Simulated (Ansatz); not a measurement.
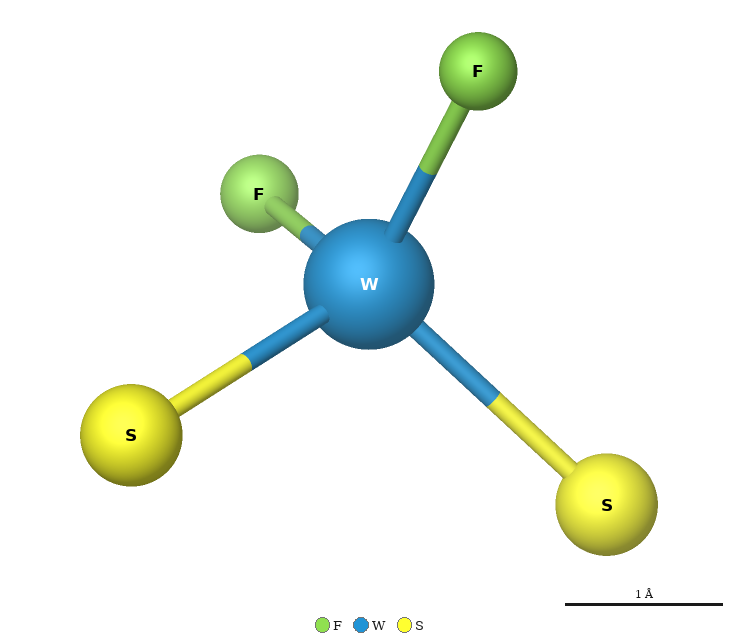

The picture shows the input geometry.

Input file:

```yaml
crystal:
  periodic: [false, false, false]
  atoms:
    - {symbol: F, position_ang: [-0.573774, -0.380919, 1.755249]}
    - {symbol: W, position_ang: [0.053658, -0.066770, 0.052383]}
    - {symbol: F, position_ang: [1.651575, -0.911510, -0.301441]}
    - {symbol: S, position_ang: [-1.390116, -0.727415, -1.339409]}
    - {symbol: S, position_ang: [0.308657, 2.012915, -0.208181]}
basis:
  gaussian: {orbitals: def2-SVP}
hamiltonian: {xc: {name: PBE}, dispersion: d3bjatm}
md: {timestep: 1 fs, n_steps: 50, ensemble: nvt_langevin, temperature: 700, initial_velocities: maxwell_boltzmann, friction: 0.01, seed: 636}
```

It was started with:

```sh
ansatz run in.yaml --threads 4 --pin off --events-out ev --progress --plain --max-ram 10444MiB
```

What the program printed (its end):

```
mean field -28911.87807763 eV, -1062.4919221780 hartree, gradient 2.6e-5 eV, S^2 0.000000; 1 other end points of the search recorded, 0 dependent functions left out
the calculation of the forces begins
reference -28911.87813787 eV, -1062.4919243918 hartree; 32, 32 occupied and 64, 64 virtual orbitals, 1013 factors
md step    50: t =    50.00 fs  T =   704.7 K  F+E_penalty+E_count = -28912.04032300 eV  E_kin = 0.455463 eV  (31 SCF iters, 3 dispersion substeps)
Total energy: -28912.04038324 eV, -1062.4978867991 hartree
Atom 0 at    -0.487653    -0.128048     1.841947 Å, force    -0.689403    -0.459431     0.908051 eV/Å
Atom 1 at    -0.041216    -0.052177     0.054844 Å, force     0.563656    -0.750040    -0.489696 eV/Å
Atom 2 at     1.373161    -1.057097    -0.574714 Å, force     0.594092    -0.452245     0.076743 eV/Å
Atom 3 at    -1.529071    -0.441609    -1.416364 Å, force    -0.842816     0.038003    -0.074907 eV/Å
Atom 4 at     0.584556     1.927898    -0.164781 Å, force     0.374472     1.623712    -0.420191 eV/Å
Dipole moment:     0.057812    -0.107165     0.160695 e Å
```

Self-consistency was reached.
